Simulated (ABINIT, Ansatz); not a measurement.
# Dielectric function and optical constants of BaCa2As2 (model structure), part 2 of 2

Aim: the dielectric function of BaCa2As2 (model structure), and the optical constants that follow from it. The cell was made here by substitution or stacking, whether or not such a phase is known. It was built so: All Mg replaced by Ca and P replaced by As in the P-3m1 structure of BaMg2P2. The cell is first relaxed with Ansatz.

ABINIT 10.8.3; DFT, PBE, plane waves with norm-conserving potentials (PseudoDojo), scalar-relativistic, independent-particle linear optical response without local fields.

So far: The starting structure; Relaxation.

## Step 3: Ground state, bands and velocity matrix elements

First the ground state: is it a metal or has it a gap?

This step: DFT, PBE, plane waves with norm-conserving potentials (PseudoDojo), scalar-relativistic, ground state, bands at fixed density and velocity matrix elements (ABINIT 10.8.3).

Input file run.abi:

```
# ground state, bands on a dense mesh, and the derivatives d/dk of the wave functions
ndtset 3

ngkpt1 5 5 3
shiftk1 0.0 0.0 0.0
tolvrs1 1.0d-12
nband1 34
prtden1 1

iscf2 -2
getden2 1
ngkpt2 8 8 4
shiftk2 0.0 0.0 0.0
kptopt2 1
nband2 93
nbdbuf2 4
tolwfr2 1.0d-14

optdriver3 8
wfk_task3 "wfk_ddk"
prtevk3 1
getwfk3 2
getden3 1
iscf3 -2
ngkpt3 8 8 4
shiftk3 0.0 0.0 0.0
kptopt3 1
nband3 93

nshiftk 1
occopt 3
tsmear 0.001837
ecut 35.0
nstep 80
iomode 3
chksymbreak 0
chkprim 0
chksymtnons 0
acell 3*1.0 Angstrom
rprim
  4.889808381921 -0.000000000029 0.000000000000
  -2.444904190936 4.234698278396 0.000000000000
  0.000000000000 0.000000000000 8.025184422600
natom 5
ntypat 3
znucl 56 33 20
typat 1 2 2 3 3
xred
  1.000000000000 1.000000000000 1.000000000000
  0.333333333333 0.666666666667 0.255671198300
  0.666666666667 0.333333333333 0.744328801700
  0.333333333333 0.666666666667 0.637707259700
  0.666666666667 0.333333333333 0.362292740300
pseudos "Ba.upf, As.upf, Ca.upf"
```

Started as:

```
$ mpirun -n 4 abinit run.abi
```

Numbers of over 12 decimals in the logs are rounded to 6 here.

The log of the run:

```text
DATASET    1 : space group P-3 m 1 (#164); Bravais hP (primitive hexag.)
 DATASET    2 : space group P-3 m 1 (#164); Bravais hP (primitive hexag.)
 DATASET    3 : space group P-3 m 1 (#164); Bravais hP (primitive hexag.)
            ngfft          50      50      90
                         0.08000    0.08000    0.08000    0.08000    0.16000    0.16000
                         0.04688    0.04688    0.02344    0.02344    0.00781    0.02344
                         0.02344    0.02344    0.02344    0.02344    0.02344    0.02344
                         0.04688    0.04688    0.04688    0.04688    0.04688    0.04688
                         0.04688    0.00391    0.02344    0.02344    0.02344    0.01172
                         0.02344    0.04688    0.04688    0.02344    0.02344
                         0.04688    0.04688    0.02344    0.02344    0.00781    0.02344
                         0.02344    0.02344    0.02344    0.02344    0.02344    0.02344
                         0.04688    0.04688    0.04688    0.04688    0.04688    0.04688
                         0.04688    0.00391    0.02344    0.02344    0.02344    0.01172
                         0.02344    0.04688    0.04688    0.02344    0.02344
== DATASET  1 ==================================================================
 Real(R)+Recip(G) space primitive vectors, cartesian coordinates (Bohr,Bohr^-1):
 R(1)=  9.2403987  0.0000000  0.0000000  G(1)=  0.1082204  0.0624811  0.0000000
 R(2)= -4.6201993  8.0024200  0.0000000  G(2)=  0.0000000  0.1249622  0.0000000
 R(3)=  0.0000000  0.0000000 15.1654007  G(3)=  0.0000000  0.0000000  0.0659396
 Unit cell volume ucvol=  1.1214139E+03 bohr^3
 Angles (23,13,12)=  9.00000000E+01  9.00000000E+01  1.20000000E+02 degrees
 getcut: wavevector=  0.0000  0.0000  0.0000  ngfft=  50  50  90
     iter   Etot(hartree)      deltaE(h)  residm     vres2
 ETOT  1  -309.93794026395    -3.099E+02 1.246E+00 3.740E+03
 ETOT  2  -316.48179630583    -6.544E+00 5.220E-02 9.855E+03
 ETOT  3  -317.51419491845    -1.032E+00 2.238E-02 2.426E+03
 ETOT  4  -317.73591140612    -2.217E-01 8.145E-03 8.750E+02
 ETOT  5  -317.82612914489    -9.022E-02 8.774E-03 2.386E+02
 ETOT  6  -317.85723977166    -3.111E-02 4.430E-03 9.703E+00
 ETOT  7  -317.85876695769    -1.527E-03 1.908E-03 2.275E+00
 ETOT  8  -317.85881123028    -4.427E-05 1.312E-03 1.251E+00
 ETOT  9  -317.85887392514    -6.269E-05 1.801E-03 4.744E-01
 ETOT 10  -317.85889513032    -2.121E-05 2.153E-03 7.117E-02
 ETOT 11  -317.85889949615    -4.366E-06 1.396E-03 1.770E-02
 ETOT 12  -317.85890000220    -5.061E-07 1.130E-03 3.206E-03
 ETOT 13  -317.85890010803    -1.058E-07 4.581E-04 8.404E-04
 ETOT 14  -317.85890014848    -4.045E-08 2.989E-04 2.032E-05
 ETOT 15  -317.85890015042    -1.940E-09 1.081E-04 2.454E-07
 ETOT 16  -317.85890015047    -5.605E-11 6.723E-05 7.794E-09
 ETOT 17  -317.85890015048    -4.889E-12 6.482E-05 9.519E-09
 ETOT 18  -317.85890015050    -2.018E-11 4.406E-05 2.489E-10
 ETOT 19  -317.85890015051    -1.370E-11 6.785E-05 1.861E-10
 ETOT 20  -317.85890015050     1.006E-11 4.424E-05 3.116E-11
 ETOT 21  -317.85890015050     5.343E-12 6.839E-05 1.565E-12
 ETOT 22  -317.85890015050    -2.331E-12 4.196E-05 8.181E-14
 At SCF step   22       vres2   =  8.18E-14 < tolvrs=  1.00E-12 =>converged.
 Cartesian components of stress tensor (hartree/bohr^3)
  sigma(1 1)=  1.09057374E-04  sigma(3 2)=  0.00000000E+00
  sigma(2 2)=  1.09057374E-04  sigma(3 1)=  0.00000000E+00
  sigma(3 3)=  1.09658741E-04  sigma(2 1)=  0.00000000E+00
 Mean square residual over all n,k,spin=   26.222E-08; max=  41.959E-06
 Fermi (or HOMO) energy (hartree) =   0.15968   Average Vxc (hartree)=  -0.31976
 Eigenvalues (hartree) for nkpt=  12  k points:
 kpt#   1, nband= 34, wtk=  0.01333, kpt=  0.0000  0.0000  0.0000 (reduced coord)
  -1.34430   -1.34350   -1.09322   -1.09322   -1.09321   -1.09321   -1.09318   -1.09318
  -1.09293   -1.09293   -1.09292   -1.09292   -0.86305   -0.64922   -0.64713   -0.64713
  -0.64645   -0.64477   -0.64477   -0.32318   -0.31670   -0.31670   -0.19337   -0.17465
   0.06517    0.11242    0.11242    0.12371    0.12371    0.13173    0.20001    0.22385
   2.00000    2.00000    2.00000    2.00000    2.00000    2.00000    2.00000    2.00000
   2.00000    2.00000    2.00000    2.00000    2.00000    2.00000    2.00000    2.00000
   2.00000    2.00000    2.00000    2.00000    2.00000    2.00000    2.00000    2.00000
   2.00000    2.00000    2.00000    2.00000    2.00000    2.00000    0.00000    0.00000
kinetic             :  1.85352355773120E+02
hartree             :  9.99991438878533E+01
xc                  : -6.89252426237791E+01
Ewald energy        : -1.67937750130057E+02
psp_core            :  5.84470178662874E+00
local_psp           : -2.77737793110296E+02
non_local_psp       : -9.44543157315154E+01
internal            : -3.17858900148045E+02
'-kT*entropy'       : -2.45402056730666E-09
total_energy        : -3.17858900150499E+02
total_energy_eV     : -8.64938130371794E+03
 Cartesian components of stress tensor (hartree/bohr^3)
  sigma(1 1)=  1.09057374E-04  sigma(3 2)=  0.00000000E+00
  sigma(2 2)=  1.09057374E-04  sigma(3 1)=  0.00000000E+00
  sigma(3 3)=  1.09658741E-04  sigma(2 1)=  0.00000000E+00
-Cartesian components of stress tensor (GPa)         [Pressure= -3.2145E+00 GPa]
== DATASET  2 ==================================================================
 Real(R)+Recip(G) space primitive vectors, cartesian coordinates (Bohr,Bohr^-1):
 R(1)=  9.2403987  0.0000000  0.0000000  G(1)=  0.1082204  0.0624811  0.0000000
 R(2)= -4.6201993  8.0024200  0.0000000  G(2)=  0.0000000  0.1249622  0.0000000
 R(3)=  0.0000000  0.0000000 15.1654007  G(3)=  0.0000000  0.0000000  0.0659396
 Unit cell volume ucvol=  1.1214139E+03 bohr^3
 Angles (23,13,12)=  9.00000000E+01  9.00000000E+01  1.20000000E+02 degrees
 getcut: wavevector=  0.0000  0.0000  0.0000  ngfft=  50  50  90
 Mean square residual over all n,k,spin=   57.921E-16; max=  99.947E-16
 Eigenvalues (hartree) for nkpt=  35  k points:
 kpt#   1, nband= 93, wtk=  0.00391, kpt=  0.0000  0.0000  0.0000 (reduced coord)
  -1.34430   -1.34350   -1.09322   -1.09322   -1.09321   -1.09321   -1.09318   -1.09318
  -1.09293   -1.09293   -1.09292   -1.09292   -0.86305   -0.64922   -0.64713   -0.64713
  -0.64645   -0.64477   -0.64477   -0.32318   -0.31670   -0.31670   -0.19337   -0.17465
   0.06517    0.11242    0.11242    0.12371    0.12371    0.13173    0.20001    0.22385
   0.22385    0.24576    0.26485    0.29241    0.29241    0.29548    0.29548    0.31395
   0.31395    0.31564    0.33347    0.33347    0.33868    0.38160    0.38160    0.40429
   0.44600    0.44600    0.45909    0.49625    0.49625    0.51056    0.53924    0.54922
   0.54922    0.56569    0.58742    0.58742    0.60033    0.60033    0.60632    0.67655
   0.69102    0.69102    0.71474    0.71545    0.71545    0.76900    0.80396    0.81476
   0.81476    0.82769    0.83218    0.83218    0.86296    0.86296    0.87443    0.88638
   0.88638    0.88855    0.91356    0.93184    0.93184    0.93856    0.93856    0.95427
   0.97487    0.98771    0.99084    0.99095    0.99128
== DATASET  3 ==================================================================
            ngfft          50      50      90
                         0.08000    0.08000    0.08000    0.08000    0.16000    0.16000
                         0.04688    0.04688    0.02344    0.02344    0.00781    0.02344
                         0.02344    0.02344    0.02344    0.02344    0.02344    0.02344
                         0.04688    0.04688    0.04688    0.04688    0.04688    0.04688
                         0.04688    0.00391    0.02344    0.02344    0.02344    0.01172
                         0.02344    0.04688    0.04688    0.02344    0.02344
                         0.04688    0.04688    0.02344    0.02344    0.00781    0.02344
                         0.02344    0.02344    0.02344    0.02344    0.02344    0.02344
                         0.04688    0.04688    0.04688    0.04688    0.04688    0.04688
                         0.04688    0.00391    0.02344    0.02344    0.02344    0.01172
                         0.02344    0.04688    0.04688    0.02344    0.02344
[shortened to cell, iterations, levels, energies and stress; the echo of variables, forces, comments, warnings and credits are left out]
```

It took 7.1 min on 4 MPI ranks of AMD EPYC 9R45, shared host; peak memory 0.28 GiB; 29 min of CPU time.

Numbers from this step:

| Quantity | Value |
| --- | --- |
| total energy | -317.9 Ha |
| gap on the k-mesh | 1.417 eV |
| direct gap on the mesh | 1.499 eV |

There is a gap, 1.42 eV on this mesh (points off the mesh can give less), so no carriers' term is needed.

## Step 4: Optical response

With the density converged, the vertical transitions are summed over the zone.

This step: DFT, PBE, plane waves with norm-conserving potentials (PseudoDojo), scalar-relativistic, independent-particle linear optical response without local fields (ABINIT 10.8.3).

Input file optic.abi:

```
&FILES
 ddkfile_1 = 'runo_DS3_1_EVK.nc',
 ddkfile_2 = 'runo_DS3_2_EVK.nc',
 ddkfile_3 = 'runo_DS3_3_EVK.nc',
 wfkfile = 'runo_DS2_WFK.nc'
/
&PARAMETERS
 broadening = 0.001837,
 domega = 0.0020212,
 maxomega = 0.80849,
 scissor = 0.0,
 tolerance = 0.002,
 nband_sum = 89
/
&COMPUTATIONS
 num_lin_comp = 2,
 lin_comp = 11, 33,
 num_nonlin_comp = 0,
 num_linel_comp = 0,
 num_nonlin2_comp = 0
/
```

Started as:

```
$ optic optic.abi
```

The log of the run:

```text

 OPTIC has originally been developed by
 S. Sharma, J. K. Dewhurst and C. Ambrosch-Draxl, Phys. Rev. B 67, 165332 (2003), and
 S. Sharma and C. Ambrosch-Draxl, Physica Scripta T 109 (2004).

 rprimd(bohr)      =   9.24040  -0.00000   0.00000
                      -4.62020   8.00242   0.00000
                       0.00000   0.00000  15.16540
 natom             =       5
 nkpt,mband        =      35      93
 ecut              =  35.00000 Ha
 newocc: new Fermi energy is       0.159172 , with nelect=     60.000000, Number of bisection calls: 27
 Fermi level: 4.3313  (eV)

 fermie            =   0.15917 Ha   4.33130 eV
 Scissor shift     =   0.00000 Ha
 Tolerance on closeness to singularities     =   0.00200 Ha
 Smearing factor      =   0.00184 Ha
 Will use the antiresonant approximation (meaning that the antiresonant terms are neglected)
 Will not perform the bands decomposition
 linear coeffs to be calculated :
 11 33
 non-linear coeffs to be calculated :

 electronic part of electro-optic coeffs to be calculated :

 non-linear coeffs (V2) to be calculated :

 linear optic matrix elements will be printed :0
 optic : Call pmat2cart
 No scissor shift to be applied. Returning to main optic routine.
 optic : Call linopt
  linopt            1           1
 calculated the component:           1           1   of dielectric function
  with broadening:         (0.000000,1.83700000000000009E-003)
 and scissors shift:   0.000000
 energy window:   63.274697      eV   2.325302      Ha
  linopt            3           3
 calculated the component:           3           3   of dielectric function
  with broadening:         (0.000000,1.83700000000000009E-003)
 and scissors shift:   0.000000
 energy window:   63.274697      eV   2.325302      Ha
 optic : Call nlinopt
 optic : Call linelop
 optic : Call nonlinopt

================================================================================

 Calculation completed.
-
program: optic
version: 10.8.3
start_datetime:
end_datetime:
overall_cpu_time:           0.8
overall_wall_time:           0.8
mpi_procs: 1
omp_threads: 1
...
```

The job ended after 1.4 s (1 thread; peak memory 0.07 GiB).

This step gave:

| Quantity | Value |
| --- | --- |
| electronic dielectric constant ε∞, mean over x, y and z (by symmetry where fewer were run) | 8.268 |
| centre of weight of the strongest loss peak in the window | 18.93 eV |

The Im ε has structure finer than the step of the table below, so its rows give means over 2 eV, whole bins alone (the curve runs from 0.0550 to 21.9 eV). Peaks (eV: height): E ∥ x 1.7: 5.34, 2.9: 9.69, 3.2: 10.1, 4.0: 11.5, 4.5: 9.53, 5.4: 9.31, 17.5: 1.81; E ∥ z 2.4: 12.8, 2.9: 19.0, 3.2: 15.0, 3.8: 11.6, 4.1: 10.9, 4.5: 9.17.

Sum at mesh points, not converged in k; values under the direct gap are tails of Lorentzian lines. The Im ε by photon energy; means over each step:

| photon energy (eV) | E ∥ x | E ∥ z |
| --- | --- | --- |
| 2 | 4.23 | 5.20 |
| 4 | 8.52 | 8.93 |
| 6 | 5.42 | 3.96 |
| 8 | 1.48 | 1.99 |
| 10 | 1.05 | 1.03 |
| 12 | 0.556 | 0.584 |
| 14 | 0.681 | 0.576 |
| 16 | 0.640 | 0.874 |
| 18 | 1.03 | 0.773 |
| 20 | 0.305 | 0.388 |

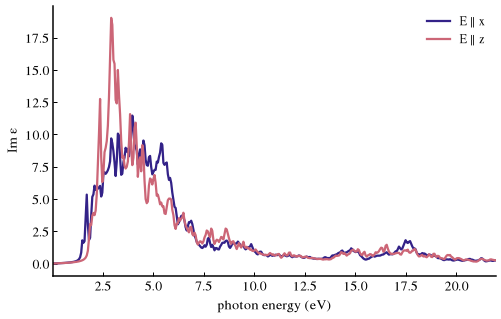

Im ε, plotted against photon energy.

The reflectivity at normal incidence has structure finer than the step of the table below, so its rows give means over 1 eV, whole bins alone (the curve runs from 0.0550 to 21.9 eV). Peaks (eV: height): E ∥ x 3.2: 36.3, 4.0: 40.2, 6.2: 54.6, 6.6: 49.7, 7.1: 56.3, 7.8: 41.6, 10.0: 34.1; E ∥ z 3.0: 48.1, 3.3: 46.9, 3.8: 42.8, 4.2: 46.5, 4.6: 47.8, 5.1: 43.5, 6.0: 44.6.

Sum at mesh points, not converged in k. Table of reflectivity at normal incidence by photon energy; means over each step:

| photon energy (eV) | E ∥ x (%) | E ∥ z (%) |
| --- | --- | --- |
| 1 | 25.7 | 25.8 |
| 2 | 30.8 | 34.1 |
| 3 | 32.8 | 42.7 |
| 4 | 35.1 | 37.9 |
| 5 | 37.3 | 38.2 |
| 6 | 48.0 | 35.7 |
| 7 | 48.4 | 33.9 |
| 8 | 29.7 | 23.6 |
| 9 | 23.8 | 28.5 |
| 10 | 26.9 | 27.4 |
| 11 | 15.2 | 14.6 |
| 12 | 8.05 | 9.30 |
| 13 | 3.21 | 3.94 |
| 14 | 2.69 | 1.90 |
| 15 | 6.49 | 4.61 |
| 16 | 1.97 | 4.04 |
| 17 | 4.73 | 6.47 |
| 18 | 14.3 | 8.46 |
| 19 | 10.3 | 5.37 |
| 20 | 3.37 | 4.79 |
| 21 | 1.79 | 1.60 |

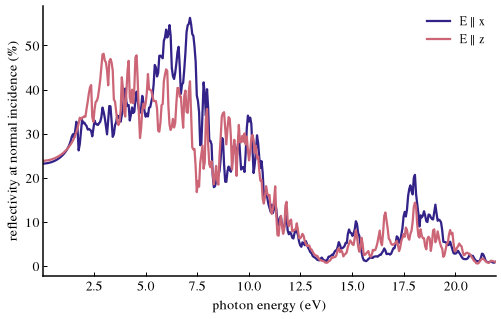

Reflectivity at normal incidence, plotted against photon energy.

The loss function −Im 1/ε at q → 0 has structure finer than the step of the table below, so its rows give means over 1 eV, whole bins alone (the curve runs from 0.0550 to 21.9 eV). Peaks (eV: height): E ∥ x 10.2: 1.26, 10.7: 1.80, 11.3: 1.67, 11.8: 1.58, 15.2: 1.29, 18.2: 1.40, 19.1: 1.93; E ∥ z 10.6: 1.50, 11.0: 1.55, 11.3: 1.82, 11.8: 1.53, 18.1: 1.45, 19.0: 1.35, 19.9: 1.47.

Sum at mesh points, not converged in k; values under the direct gap are tails of Lorentzian lines. Table of loss function −Im 1/ε at q → 0 by energy loss; means over each step:

| energy loss (eV) | E ∥ x | E ∥ z |
| --- | --- | --- |
| 1 | 0.00241 | 0.00120 |
| 2 | 0.0332 | 0.0192 |
| 3 | 0.0674 | 0.0596 |
| 4 | 0.0935 | 0.114 |
| 5 | 0.123 | 0.170 |
| 6 | 0.151 | 0.239 |
| 7 | 0.257 | 0.391 |
| 8 | 0.608 | 0.480 |
| 9 | 0.632 | 0.541 |
| 10 | 0.908 | 0.926 |
| 11 | 1.49 | 1.41 |
| 12 | 1.28 | 1.29 |
| 13 | 0.786 | 0.907 |
| 14 | 0.470 | 0.413 |
| 15 | 0.828 | 0.595 |
| 16 | 0.455 | 0.537 |
| 17 | 0.443 | 0.754 |
| 18 | 0.956 | 1.00 |
| 19 | 1.53 | 1.01 |
| 20 | 0.811 | 0.993 |
| 21 | 0.547 | 0.485 |

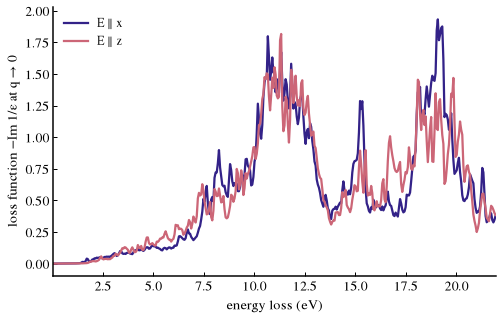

Loss function −Im 1/ε at q → 0 against energy loss.

From ε follow the optical constants at some laser and lamp lines:

| wavelength (nm) | n x | k x | R (%) x | 1/α x | n z | k z | R (%) z | 1/α z |
| --- | --- | --- | --- | --- | --- | --- | --- | --- |
| 1550 | 2.95 | 0.013 | 24.4 | 9.4 µm | 2.99 | 0.011 | 24.9 | 11 µm |
| 800 | 3.35 | 0.244 | 29.3 | 260 nm | 3.34 | 0.047 | 29.1 | 1.4 µm |
| 633 | 3.53 | 0.655 | 32.6 | 77 nm | 3.70 | 0.464 | 33.7 | 108 nm |
| 532 | 3.19 | 0.932 | 30.8 | 45 nm | 3.97 | 1.401 | 40.7 | 30 nm |
| 405 | 2.82 | 1.439 | 32.3 | 22 nm | 3.11 | 2.505 | 46.3 | 13 nm |
| 365 | 2.56 | 1.409 | 30.1 | 21 nm | 2.11 | 2.367 | 44.8 | 12 nm |
| 308 | 2.54 | 2.076 | 39.6 | 12 nm | 2.41 | 1.786 | 34.9 | 14 nm |

Below the direct gap, k and the depth come from the tails of the Lorentzian lines, not from transitions.

Rows near the edge hang on the gap, which this functional as a rule makes too small, and phonon-assisted absorption is left out.

## Step 5: Outcome

| Quantity | Value |
| --- | --- |
| electronic dielectric constant ε∞, mean over x, y and z (by symmetry where fewer were run) (independent particles) | 8.27 |
| centre of weight of the strongest loss peak in the window, first axis | 18.9 eV |

**Reading.** At this level (PBE, independent particles) BaCa2As2 has a mean ε∞ = 8.27 and n = 2.95 at 1550 nm (E ∥ x). The cell shrank by 6.2 % in volume. On the mesh the gap is 1.42 eV and the least direct gap 1.50 eV, so on this mesh the band edges lie at different points. The static values by axis are 8.17 (x), 8.46 (z). Excitons and phonon-assisted transitions are missing, and so are local fields; PBE gaps are as a rule too small, which pulls the onset down and ε∞ up. Spin-orbit coupling is left out although heavy atoms are present. The mesh misses the corner K of the hexagonal zone, so gaps read from it can be too wide where band edges lie there. The sum runs over mesh points 0.20 Å⁻¹ apart with no interpolation, so peaks are partly noise of the mesh and static values carry its error. Besides steps told in other documents, this task had 1 run with a known fault of program or setting; those not told in a step above aren't shown.

[Logs are printed without paths, hosts, clocks, repeated set-up lines and the standing remarks that a program may print on its own settings, such as how far it seeks lower states.]

[Hosts, paths, dates, database ids (printed as entryN), source tags and the programs' standing remarks are cut or masked in the printed files.]
